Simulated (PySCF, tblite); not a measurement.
# C₁₃H₁₈NSi+: electronic excitations, NMR shifts

What do calculations give for the electronic excitations, NMR shifts of C₁₃H₁₈NSi+ (`C[Si](C)(C)C[n+]1ccc2ccccc2c1`)?

Programs: tblite 0.8.0 and PySCF 2.14.0, with routines of our own; each step states its level. All values are computed. Atoms count from 0.

### Step 1. The system as given

33 atoms, charge 1, multiplicity 1; geometry from: force field, distance geometry or constructed start.

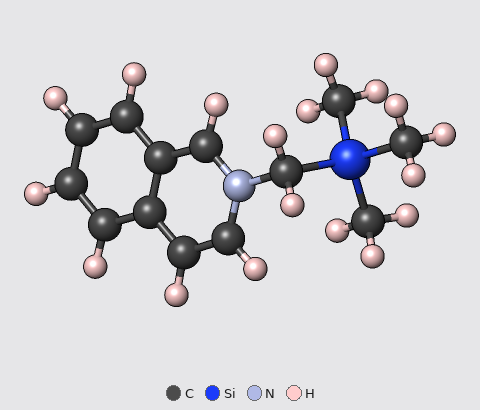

The starting geometry (carbon dark grey, silicon blue, nitrogen light blue, hydrogen pink).

### Step 2. Optimising the geometry with GFN2-xTB

Job settings and geometry (Å):

```
{"job": {"kind": "relax", "xc": "GFN2-xTB", "basis": "xTB"}, "charge": 1, "multiplicity": 1}
C     -2.890500     0.466400    -1.150100
Si    -2.566200    -0.051200     0.613700
C     -2.096400    -1.872300     0.663300
C     -4.105800     0.226200     1.646400
C     -1.160700     0.980000     1.345000
N      0.110900     0.831000     0.583600
C      0.397500     1.682100    -0.433300
C      1.589400     1.574300    -1.137500
C      2.513000     0.581600    -0.795800
C      3.719500     0.438000    -1.486100
C      4.630000    -0.555400    -1.125000
C      4.340500    -1.413100    -0.065000
C      3.138700    -1.277900     0.637500
C      2.219000    -0.284000     0.271700
C      1.002400    -0.119100     0.951100
H     -2.033600     0.259900    -1.780200
H     -3.110600     1.541300    -1.201300
H     -3.755900    -0.077000    -1.555400
H     -1.847100    -2.179600     1.682100
H     -2.933400    -2.485900     0.318500
H     -1.244200    -2.066100     0.017700
H     -4.942400    -0.363500     1.261300
H     -3.929700    -0.072000     2.697500
H     -4.397000     1.272900     1.641000
H     -0.960400     0.700900     2.382400
H     -1.426400     2.044700     1.342100
H     -0.337200     2.445500    -0.672700
H      1.786400     2.261800    -1.955700
H      3.976000     1.096000    -2.320900
H      5.571000    -0.658800    -1.662400
H      5.060400    -2.183200     0.214400
H      2.942900    -1.963100     1.455500
H      0.729500    -0.761400     1.785500
```

Run with:

```sh
$ OMP_NUM_THREADS=1 python large_run.py task.json out
```

One launch serves the whole session: the jobs run in the order shown.

What it wrote:

```text
step      E/eV     max force
  0   -1122.57245    2.173
  1   -1122.76085    0.937
  2   -1122.80287    0.408
  3   -1122.82124    0.338
  4   -1122.84126    0.318
  5   -1122.85537    0.276
  6   -1122.86431    0.273
  7   -1122.87049    0.229
  8   -1122.87480    0.150
  9   -1122.87749    0.158
 10   -1122.87904    0.092
 11   -1122.88014    0.071
 12   -1122.88123    0.093
 13   -1122.88234    0.090
 14   -1122.88348    0.074
 15   -1122.88476    0.075
 16   -1122.88631    0.082
 17   -1122.88827    0.109
 18   -1122.89054    0.123
 19   -1122.89267    0.102
 20   -1122.89428    0.098
 21   -1122.89538    0.072
 22   -1122.89623    0.072
 23   -1122.89699    0.056
 24   -1122.89773    0.076
 25   -1122.89846    0.076
 26   -1122.89912    0.051
 27   -1122.89961    0.040
 28   -1122.89993    0.038
 29   -1122.90019    0.035
 30   -1122.90045    0.042
 31   -1122.90071    0.039
 32   -1122.90094    0.038
 33   -1122.90112    0.040
 34   -1122.90127    0.027
 35   -1122.90140    0.022
 36   -1122.90153    0.023
 37   -1122.90165    0.026
 38   -1122.90179    0.028
 39   -1122.90192    0.032
 40   -1122.90205    0.027
 41   -1122.90218    0.018
```

Run time: 0.65 s. Hardware: 1 thread of Arm Neoverse V2, shared host; peak memory 0.19 GiB.

Relaxation path:

```tsv
step	energy from step 0 (eV)	largest force (eV/Å)
0	0.0000	2.1731
1	-0.1884	0.9368
2	-0.2304	0.4081
3	-0.2488	0.3378
4	-0.2688	0.3182
5	-0.2829	0.2756
6	-0.2919	0.2728
7	-0.2980	0.2282
8	-0.3024	0.1497
10	-0.3066	0.0924
13	-0.3099	0.0903
15	-0.3123	0.0750
18	-0.3181	0.1225
21	-0.3229	0.0720
23	-0.3245	0.0564
26	-0.3267	0.0513
29	-0.3277	0.0350
31	-0.3283	0.0392
34	-0.3288	0.0275
37	-0.3292	0.0256
38	-0.3293	0.0286
39	-0.3295	0.0314
40	-0.3296	0.0273
41	-0.3297	0.0183
```

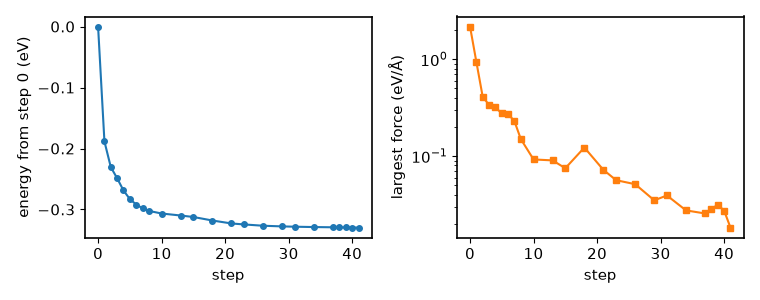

Energy and largest force along the relaxation.

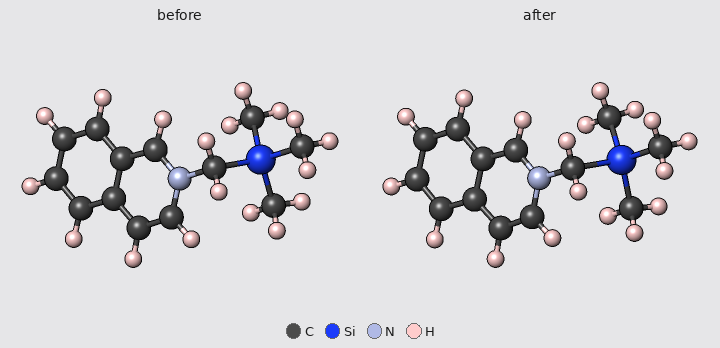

Before and after, at one scale.

Close pairs (by a distance rule), those that changed most:

```tsv
bond	before (Å)	after (Å)	change (Å)
Si1–C4	1.890	1.984	+0.093
C4–N5	1.490	1.425	-0.065
C0–Si1	1.867	1.900	+0.033
C11–C12	1.399	1.368	-0.031
N5–C14	1.354	1.324	-0.030
C6–C7	1.389	1.361	-0.028
C9–C10	1.395	1.370	-0.025
C8–C13	1.405	1.427	+0.021
```

The next job starts from the end point, and lists it.

### Step 3. Vibrational analysis with GFN2-xTB

Job settings and geometry (Å):

```
{"job": {"kind": "ir", "xc": "GFN2-xTB", "basis": "xTB"}, "charge": 1, "multiplicity": 1}
C     -2.827220     0.506643    -1.222170
Si    -2.600751    -0.108625     0.560918
C     -2.003711    -1.910929     0.652531
C     -4.071492     0.267866     1.693682
C     -1.129803     0.970054     1.340186
N      0.100342     0.832012     0.634816
C      0.356819     1.653333    -0.418296
C      1.506346     1.552589    -1.139536
C      2.469966     0.573114    -0.814201
C      3.691493     0.431383    -1.494248
C      4.578723    -0.540109    -1.112276
C      4.283064    -1.405933    -0.044846
C      3.103981    -1.295326     0.639171
C      2.171228    -0.299100     0.274666
C      0.964018    -0.117550     0.959092
H     -1.955320     0.324369    -1.844923
H     -3.047826     1.569764    -1.260052
H     -3.662673    -0.004128    -1.690657
H     -1.764720    -2.208140     1.669941
H     -2.783452    -2.581313     0.305067
H     -1.128557    -2.097021     0.035117
H     -4.953963    -0.278879     1.376946
H     -3.870614    -0.012095     2.723828
H     -4.326971     1.323582     1.685387
H     -0.993584     0.656360     2.372225
H     -1.429617     2.014839     1.342872
H     -0.393323     2.394876    -0.639526
H      1.690224     2.229847    -1.958553
H      3.915349     1.095996    -2.313758
H      5.516676    -0.648237    -1.633364
H      4.998729    -2.164131     0.230545
H      2.873856    -1.957679     1.459002
H      0.712622    -0.748340     1.799353
```

What it wrote:

```text
mode    cm-1     km/mol
  1      15.5      0.01
  2      39.1      0.39
  3      50.7      0.43
  4      97.3      0.01
  5     111.7      0.62
  6     126.0      0.04
  7     133.4      0.03
  8     136.5      0.53
  9     138.9      0.55
 10     170.3      0.62
 11     182.2      4.40
 12     185.4      6.66
 13     207.6     10.99
 14     278.2     11.66
 15     293.8      0.23
 16     361.2      3.13
 17     420.0      3.07
 18     443.4     11.18
 19     454.0      4.76
 20     479.6      9.43
 21     507.5      0.04
 22     563.5     26.54
 23     599.6      4.94
 24     624.1      0.51
 25     664.0     33.85
 26     724.6      0.44
 27     725.3     12.92
 28     737.1     18.75
 29     755.6     13.47
 30     758.5      6.94
 31     759.7      0.60
 32     778.7      0.01
 33     792.0      1.34
 34     795.3      1.89
 35     807.1     10.22
 36     838.4     22.14
 37     858.9     54.05
 38     862.7    347.63
 39     865.9    226.44
 40     869.4    146.26
 41     880.3     11.94
 42     883.3      7.25
 43     908.4      0.95
 44     927.3      1.34
 45     938.1      0.01
 46     990.1     24.34
 47    1071.2      2.47
 48    1141.2     63.81
 49    1145.7     18.38
 50    1161.1    117.23
 51    1170.0     43.03
 52    1174.4      4.06
 53    1207.9    151.97
 54    1220.3      2.23
 55    1246.4      2.99
 56    1270.3     12.13
 57    1337.4      8.71
 58    1370.8     23.41
 59    1375.4     32.06
 60    1377.7     33.78
 61    1382.2      8.47
 62    1391.2     26.83
 63    1435.9      6.19
 64    1444.0     14.51
 65    1456.2      0.28
 66    1463.5      2.50
 67    1464.1      8.44
 68    1464.4      5.08
 69    1470.4      4.51
 70    1474.7      3.84
 71    1478.5      5.53
 72    1492.5      1.60
 73    1549.3      5.76
 74    1580.8      3.97
 75    1597.6     10.60
 76    3028.0     13.20
 77    3031.3     53.32
 78    3032.0      2.65
 79    3034.0      3.63
 80    3035.6     20.51
 81    3038.2      1.85
 82    3042.8     28.43
 83    3043.7     16.04
 84    3054.5      0.38
 85    3055.9      0.69
 86    3059.8     15.80
 87    3092.0      0.44
 88    3100.5      1.38
 89    3103.9      0.30
 90    3109.0      0.89
 91    3112.3      5.53
 92    3118.8      0.99
 93    3122.6      1.14
```

Run time: 2.7 s. Hardware: 1 thread of Arm Neoverse V2, shared host; peak memory 0.19 GiB.

The strongest bands and the atoms that carry them (share of the mass-weighted mode):

```tsv
cm⁻¹	km/mol	atoms
859	54.0	H32 37 %, C14 13 %
863	347.6	Si1 15 %, H21 13 %, H20 11 %, H17 11 %
866	226.4	Si1 19 %, H32 11 %, H18 10 %
869	146.3	Si1 18 %, H32 12 %
1141	63.8	H30 14 %, H24 12 %, H29 11 %
1161	117.2	H32 27 %, H27 15 %, H25 15 %, N5 12 %
1208	152.0	H25 30 %, H24 22 %, H32 14 %
3031	53.3	H15 54 %, H24 12 %
```

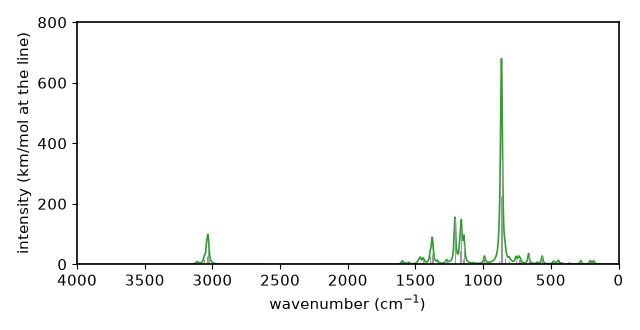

The infrared spectrum from these modes, unscaled. Lines are broadened to a width of 14 cm⁻¹ (Lorentzian).

### Step 4. Electronic excitations: TDA B3LYP/6-31G*

The job, as its differences from that of step 3:

```diff
@@ -1,2 +1,2 @@
-{"job": {"kind": "ir", "xc": "GFN2-xTB", "basis": "xTB"}, "charge": 1, "multiplicity": 1}
+{"job": {"kind": "uv", "basis": "6-31G*", "grid": 1, "kgrid": 0, "vcut": null, "nstates": 8, "ntriplets": 3, "tda": true, "delta": ["ip_vertical", "ea_vertical", "triplet_vertical"], "pop": true, "xc": "B3LYP"}, "charge": 1, "multiplicity": 1}
 C     -2.827220     0.506643    -1.222170
```

Level: TDA B3LYP/6-31G*, vertical, gas phase, core orbitals frozen in the response.

What it wrote:

```text
start: PBE on a coarse grid of 26540 points
cycle   1  E = -849.3234225645  dE =  2.101e+00  |g| = 9.265e-01  |ddm| = 5.799e+00
cycle   2  E = -848.6095878925  dE =  7.138e-01  |g| = 1.805e+00  |ddm| = 2.751e+00
cycle   3  E = -849.4339507150  dE = -8.244e-01  |g| = 6.288e-01  |ddm| = 2.357e+00
cycle   4  E = -849.5559564299  dE = -1.220e-01  |g| = 8.972e-02  |ddm| = 7.853e-01
cycle   5  E = -849.5566890046  dE = -7.326e-04  |g| = 7.569e-02  |ddm| = 1.443e-01
cycle   6  E = -849.5581076407  dE = -1.419e-03  |g| = 1.533e-02  |ddm| = 7.986e-02
cycle   7  E = -849.5581603079  dE = -5.267e-05  |g| = 6.585e-03  |ddm| = 2.109e-02
final grid: 113214 points
cycle   8  E = -850.2906256947  dE = -5.021e-03  |g| = 4.098e-02  |ddm| = 2.857e-01
cycle   9  E = -850.2901347709  dE =  4.909e-04  |g| = 6.080e-02  |ddm| = 1.153e-01
cycle  10  E = -850.2910431297  dE = -9.084e-04  |g| = 1.157e-02  |ddm| = 6.654e-02
cycle  11  E = -850.2910792638  dE = -3.613e-05  |g| = 2.598e-03  |ddm| = 1.473e-02
cycle  12  E = -850.2910806783  dE = -1.414e-06  |g| = 1.509e-03  |ddm| = 3.996e-03
cycle  13  E = -850.2910845469  dE = -3.869e-06  |g| = 2.835e-04  |ddm| = 1.808e-03
cycle  14  E = -850.2910827667  dE =  1.780e-06  |g| = 1.511e-04  |ddm| = 4.557e-04
cycle  15  E = -850.2910830436  dE = -2.769e-07  |g| = 2.899e-05  |ddm| = 1.528e-04
converged SCF energy = -850.2910830436
Vertical ionisation energy (delta-SCF) = 12.0150 eV   <S^2> = 0.761
Vertical electron affinity (delta-SCF) = 4.2096 eV   <S^2> = 0.763
Vertical lowest triplet (delta-SCF) = 2.8972 eV   <S^2> = 2.020

Static polarisability (au): isotropic 164.667, principal 90.406 156.166 247.429

Singlet excitations
state   eV       nm        f      main configurations
  1   4.0144    308.8   0.06540   H->L 0.84
  2   4.3733    283.5   0.06395   H-1->L 0.57, H->L+1 0.35
  3   4.9593    250.0   0.00091   H-2->L 0.51, H-3->L 0.48
  4   5.0206    247.0   0.01100   H-3->L 0.47, H-2->L 0.46
  5   5.1475    240.9   0.53207   H-4->L 0.38, H->L+1 0.26, H-1->L 0.20
  6   5.6263    220.4   0.02375   H-1->L+1 0.56, H-5->L 0.24
  7   5.9621    208.0   0.02777   H-2->L+1 0.83, H-3->L+1 0.14
  8   6.0111    206.3   0.12361   H-3->L+1 0.41, H-5->L 0.20, H->L+2 0.09

Triplet excitations (Tamm-Dancoff, eV): 2.8283 3.6869 3.7860
```

Wall time 89 s (1 thread of Arm Neoverse V2, shared host); peak memory 0.61 GiB.

The orbitals next to the gap, with their largest atomic shares:

```tsv
orbital	eV	atoms
HOMO−4	-11.91	C10 17 %, C4 16 %, C14 14 %
HOMO−3	-11.56	C2 36 %, C3 26 %, Si1 24 %
HOMO−2	-11.55	C0 42 %, Si1 24 %, C3 15 %
HOMO−1	-10.95	C4 18 %, C11 14 %, C8 12 %
HOMO	-10.31	C9 23 %, C12 22 %, C6 9 %
LUMO	-5.93	C14 28 %, N5 16 %, C10 12 %
LUMO+1	-4.97	C6 28 %, C11 16 %, C13 12 %
LUMO+2	-3.40	C9 23 %, C12 21 %, C13 16 %
LUMO+3	-2.00	C11 17 %, C10 16 %, C7 14 %
```

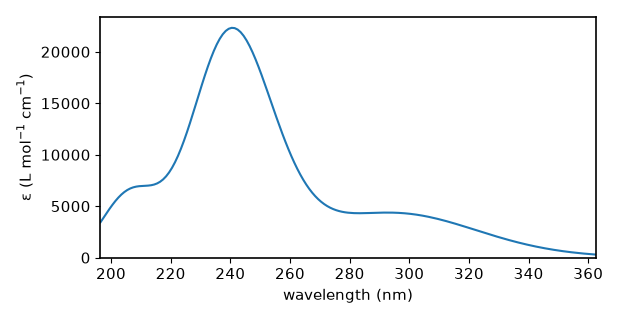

Absorption spectrum: each of the 8 states is a Gaussian band of 0.4 eV half-width at 1/e. Beyond the last state computed it falls off for lack of states.

Further results of this job:

```tsv
property	computed
polarisability (Å³)	24.40
HOMO–LUMO gap (eV)	4.38
−ε(HOMO) (eV)	10.31
```

### Step 5. NMR shifts: GIAO KT3/pcSseg-1

The job, as its differences from that of step 4:

```diff
@@ -1,2 +1,2 @@
-{"job": {"kind": "uv", "basis": "6-31G*", "grid": 1, "kgrid": 0, "vcut": null, "nstates": 8, "ntriplets": 3, "tda": true, "delta": ["ip_vertical", "ea_vertical", "triplet_vertical"], "pop": true, "xc": "B3LYP"}, "charge": 1, "multiplicity": 1}
+{"job": {"kind": "nmr", "basis": "pcSseg-1", "pop": false, "xc": "KT3"}, "charge": 1, "multiplicity": 1}
 C     -2.827220     0.506643    -1.222170
```

With the program's defaults for keys left out, this is: GIAO KT3/pcSseg-1 NMR shielding, non-relativistic, gas phase.

What it wrote:

```text
start: PBE on a coarse grid of 26540 points
cycle   1  E = -848.9875423666  dE =  2.087e+00  |g| = 9.300e-01  |ddm| = 5.735e+00
cycle   2  E = -848.2702302021  dE =  7.173e-01  |g| = 1.833e+00  |ddm| = 2.612e+00
cycle   3  E = -849.1006683854  dE = -8.304e-01  |g| = 6.150e-01  |ddm| = 2.232e+00
cycle   4  E = -849.2135181346  dE = -1.128e-01  |g| = 9.641e-02  |ddm| = 7.224e-01
cycle   5  E = -849.2147039354  dE = -1.186e-03  |g| = 7.305e-02  |ddm| = 1.345e-01
cycle   6  E = -849.2159844947  dE = -1.281e-03  |g| = 1.587e-02  |ddm| = 7.347e-02
cycle   7  E = -849.2160386989  dE = -5.420e-05  |g| = 6.734e-03  |ddm| = 2.037e-02
final grid: 238993 points
cycle   8  E = -861.7001680361  dE = -3.938e-02  |g| = 1.322e-01  |ddm| = 8.602e-01
cycle   9  E = -861.6976087874  dE =  2.559e-03  |g| = 1.390e-01  |ddm| = 1.657e-01
cycle  10  E = -861.6992355276  dE = -1.627e-03  |g| = 9.749e-02  |ddm| = 1.887e-01
cycle  11  E = -861.7015692595  dE = -2.334e-03  |g| = 1.520e-02  |ddm| = 9.873e-02
cycle  12  E = -861.7016384754  dE = -6.922e-05  |g| = 2.341e-03  |ddm| = 1.797e-02
cycle  13  E = -861.7016400500  dE = -1.575e-06  |g| = 1.646e-03  |ddm| = 4.111e-03
cycle  14  E = -861.7016389863  dE =  1.064e-06  |g| = 4.391e-04  |ddm| = 2.043e-03
cycle  15  E = -861.7016415152  dE = -2.529e-06  |g| = 1.044e-04  |ddm| = 5.523e-04
cycle  16  E = -861.7016413305  dE =  1.847e-07  |g| = 7.215e-05  |ddm| = 2.073e-04
converged SCF energy = -861.7016413305

GIAO shielding tensors (ppm)
atom      isotropic    diamagn.    paramagn.     s11        s22        s33       span
  0 C      187.753     256.162     -68.410    183.310    185.751    194.197     10.887
  1 Si     344.876     885.836    -540.960    326.540    353.411    354.676     28.135
  2 C      188.409     257.213     -68.804    182.972    185.932    196.325     13.353
  3 C      186.749     251.434     -64.685    181.665    185.053    193.529     11.864
  4 C      129.309     257.875    -128.566    105.592    106.875    175.460     69.868
  5 N       50.676     339.033    -288.356    -72.411      9.699    214.740    287.151
  6 C       58.535     258.661    -200.126    -23.140     61.101    137.643    160.784
  7 C       61.229     257.768    -196.540    -28.899     50.639    161.946    190.846
  8 C       57.142     254.698    -197.557    -17.971     -4.450    193.848    211.819
  9 C       61.551     243.644    -182.094    -28.857     47.659    165.849    194.706
 10 C       51.754     252.783    -201.029    -48.622     28.358    175.526    224.148
 11 C       55.485     252.485    -197.000    -44.038     33.740    176.755    220.793
 12 C       60.918     246.387    -185.469    -30.282     46.326    166.708    196.991
 13 C       63.574     260.649    -197.075     -1.297      4.672    187.347    188.644
 14 C       49.678     259.755    -210.076    -22.564     40.963    130.637    153.201
 15 H       31.760      37.478      -5.718     26.424     31.678     37.178     10.754
 16 H       31.447      32.245      -0.798     27.583     28.475     38.283     10.699
 17 H       31.122      29.494       1.628     26.165     28.055     39.146     12.981
 18 H       31.538      33.797      -2.259     27.490     28.726     38.398     10.907
 19 H       31.124      30.244       0.880     26.135     28.098     39.138     13.003
 20 H       31.888      38.370      -6.482     26.719     31.638     37.308     10.589
 21 H       30.971      26.013       4.958     26.595     27.633     38.684     12.089
 22 H       31.245      29.379       1.866     26.408     29.160     38.168     11.760
 23 H       31.230      28.618       2.612     26.429     29.061     38.199     11.770
 24 H       27.692      35.132      -7.440     23.549     27.761     31.766      8.217
 25 H       27.671      34.369      -6.698     23.602     27.612     31.799      8.197
 26 H       23.904      36.087     -12.183     18.880     23.847     28.984     10.104
 27 H       23.548      34.360     -10.811     18.760     24.485     27.399      8.639
 28 H       23.437      30.752      -7.315     18.476     24.112     27.723      9.247
 29 H       23.251      26.318      -3.067     19.154     24.208     26.391      7.237
 30 H       23.364      27.868      -4.504     19.154     24.181     26.756      7.602
 31 H       23.532      33.424      -9.892     18.487     23.774     28.334      9.847
 32 H       23.303      38.914     -15.611     17.954     22.387     29.567     11.614
```

It took 29 s on 1 thread of Arm Neoverse V2, shared host; peak memory 0.62 GiB.

The references, computed at this level on geometries of the same kind, shield at (ppm): ¹H TMS 31.76, ¹³C TMS 184.7, ²⁹Si TMS 361.7, ¹⁵N NH3 264.4. Their shielding less the atom's gives the shift. The references are single molecules in the gas phase, so shifts against H2O, NH3, PH3, H3PO4 or CFCl3 are not on the usual liquid scales and can be off by tens of ppm. Atoms listed in one row are averaged.

```tsv
atoms	environment	σ (ppm)	δ (ppm)
C14	aromatic CH next to a ring nitrogen	49.7	135.0
C10	aromatic CH	51.8	133.0
C11	aromatic CH	55.5	129.2
C8	ring-fusion aromatic carbon	57.1	127.6
C6	aromatic CH next to a ring nitrogen	58.5	126.2
C12	aromatic CH	60.9	123.8
C7	aromatic CH	61.2	123.5
C9	aromatic CH	61.6	123.2
C13	ring-fusion aromatic carbon	63.6	121.1
C4	sp3 CH2 bonded to N and Si	129.3	55.4
C0, C2, C3	methyl carbon bonded to Si	187.6	-2.9
H29	hydrogen on an aromatic CH	23.25	8.51
H32	hydrogen on an aromatic CH next to a ring nitrogen	23.30	8.46
H30	hydrogen on an aromatic CH	23.36	8.40
H28	hydrogen on an aromatic CH	23.44	8.32
H31	hydrogen on an aromatic CH	23.53	8.23
H27	hydrogen on an aromatic CH	23.55	8.21
H26	hydrogen on an aromatic CH next to a ring nitrogen	23.90	7.86
H24, H25	hydrogen on an sp3 CH2 bonded to N and Si	27.68	4.08
H15, H16, H17, H18, H19 and 4 more	hydrogen on a methyl carbon bonded to Si	31.37	0.39
Si1	silicon bonded to 4 C	344.9	16.8
N5	cationic ring nitrogen	50.7	213.7
```

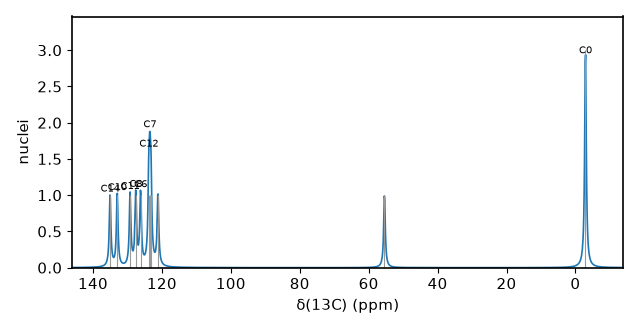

¹³C lines at the computed shifts, without couplings. Lines are broadened to a width of 0.55 ppm (Lorentzian).

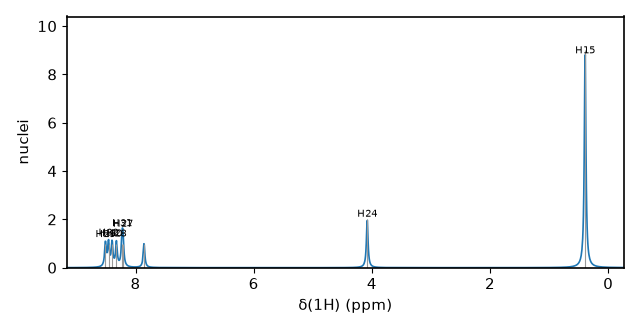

¹H lines at the computed shifts, without couplings. Lines are broadened to a width of 0.03 ppm (Lorentzian).

Ring of atoms N5, C6, C7, C8, C13, C14: NICS(0) -8.6, NICS(1) -10.2, NICS(1)zz -24.5 ppm (means of both faces).

Ring of atoms C8, C9, C10, C11, C12, C13: NICS(0) -8.8, NICS(1) -11.7, NICS(1)zz -28.7 ppm (means of both faces).

### Step 6. Outcome

```
                                                              quantity                                                                          value
                             strongest single infrared mode (GFN2-xTB)                                                           863 cm⁻¹, 348 km/mol
                                          zero-point energy (GFN2-xTB)                                                                 170.6 kcal/mol
                                         lowest singlet (B3LYP/6-31G*)                                                    4.01 eV (309 nm), f = 0.065
                              brightest single state of those computed                                                    state 5, 5.15 eV, f = 0.532
                                                        lowest triplet                                                                        2.83 eV
                                     vertical ionisation energy (ΔSCF)                                                                       12.01 eV
                                     vertical electron affinity (ΔSCF)                                                                        4.21 eV
¹³C shifts against TMS (KT3/pcSseg-1, means over atoms taken as alike)  135.0, 133.0, 129.2, 127.6, 126.2, 123.8, 123.5, 123.2, 121.1, 55.4, -2.9 ppm
 ¹H shifts against TMS (KT3/pcSseg-1, means over atoms taken as alike)                       8.51, 8.46, 8.40, 8.32, 8.23, 8.21, 7.86, 4.08, 0.39 ppm
                                ²⁹Si shifts against TMS (KT3/pcSseg-1)                                                                       16.8 ppm
                                 ¹⁵N shifts against NH3 (KT3/pcSseg-1)                                                                      213.7 ppm
```

No mode is imaginary among the 93: a minimum at this level. GFN2-xTB is a fitted tight-binding method: band positions and strengths are rough. Its intensities can rank the bands wrongly. The first singlet state (HOMO→LUMO 0.84) lies at 4.01 eV and is bright; of the 8 states computed, the strongest absorption comes from state 5 at 5.15 eV. The lowest triplet lies 1.19 eV below the lowest singlet. ΔSCF puts the ionisation energy at 12.01 eV, 1.70 eV above −ε(HOMO). At KT3/pcSseg-1: The largest span, 287 ppm, is at N5, where the paramagnetic term is -288 ppm. NICS(1)zz of -24 ppm above the planar ring from N5 marks a diatropic (aromatic) ring current. NICS(1)zz of -29 ppm above the planar ring from C8 marks a diatropic (aromatic) ring current.
